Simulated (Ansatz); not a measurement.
```yaml
atoms:
  - { symbol: N, position_ang: [0.0000, 0.0000, -1.8437] }
  - { symbol: Si, position_ang: [0.0000, 0.0000, -0.2632] }
  - { symbol: Te, position_ang: [0.0000, 0.0000, 2.1069] }
```

Geometry: PBE0-D3(BJ)/def2-SVPD; core potentials replace the inner electrons of Te.

Level of theory: isolated molecule in a Gaussian basis; Kohn-Sham density functional theory, functional PBE0 in Ansatz 0.2.0.

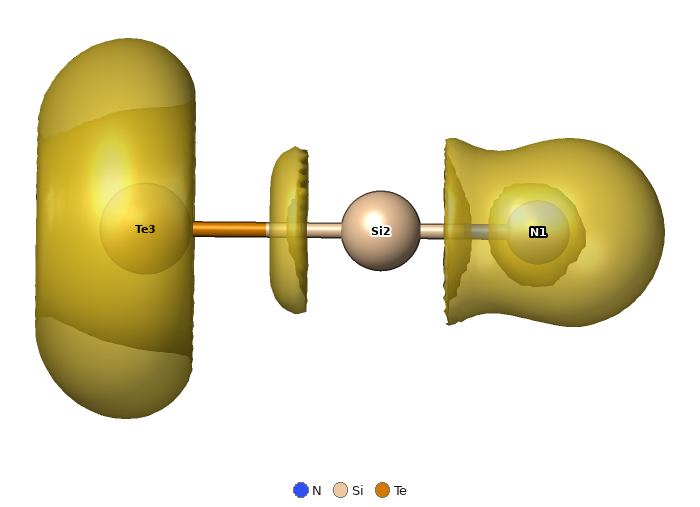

NSiTe (SMILES N#[Si][Te-]) (charge −1). Isosurface of the ELF at 0.75 (yellow), seen from one side. Core shells and regions of very low density are left out.

What do the ELF domains correspond to?

At this value the surface marks out one region between bonded Si–Te atoms (shared pairs), one ring or bowl of non-bonding electrons around Te and one region wrapped around N (its valence shell).

Values along the shortest contacts:
Si–N (1.58 Å): the ELF peaks at about 0.80 between the atoms; a polar covalent bond. Si–Te (2.37 Å): the ELF peaks at about 0.80 between the atoms (localised, covalent bonding).
